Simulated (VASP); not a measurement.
Consider the following.

```
CELL_PARAMETERS angstrom
      1.75090    -3.03265     0.00000
      1.75090     3.03265     0.00000
      0.00000     0.00000     5.39899
ATOMIC_POSITIONS crystal
  Tm 0.33333 0.66667 0.25000
  Tm 0.66667 0.33333 0.75000
```

These are PBEsol GGA, VASP's PBE PAW potentials (set 64) (plane waves; VASP) values and carry that method's errors. Numerical set-up: 400 eV cut-off, 13×13×8 Γ-centred mesh, tetrahedra with Blöchl corrections, potentials Tm_3.

The 4f electrons are frozen in the core of the lanthanide potential, so 4f levels, which can set the real gap, and their magnetism are missing.

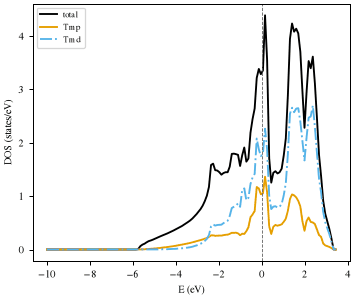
*Total and projected density of states, zero at the Fermi level*

Within 2 eV below the Fermi level the largest weight inside VASP's projection spheres is Tm d, then Tm p.

It has no gap at this level: it comes out as a metal or semimetal.

The compound is Tm in the hcp structure. It was relaxed first.
